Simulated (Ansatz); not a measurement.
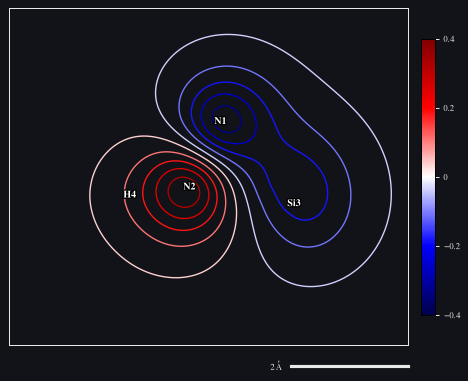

Figure. HN2Si (SMILES N1=[Si]=[NH+]1) (charge +1). One frontier orbital on a plane 0.8 Å above the molecular plane (values in Å⁻³ᐟ²; the overall sign is arbitrary).

Geometry: B3LYP-D3(BJ)/6-311G**.

All numbers below come from Ansatz, isolated molecule in a Gaussian basis; Kohn-Sham density functional theory, functional PBE0.

Which orbital is it: HOMO or LUMO?

Answer. The LUMO, at −9.10 eV. By Hirshfeld shares it lies mainly on N1 (about 35 %), N2 (about 35 %) and Si3 (about 25 %); it changes sign across the molecular plane (π type); π-bonding across N1–Si3; π-antibonding (a node) across N1–N2 and N2–Si3.
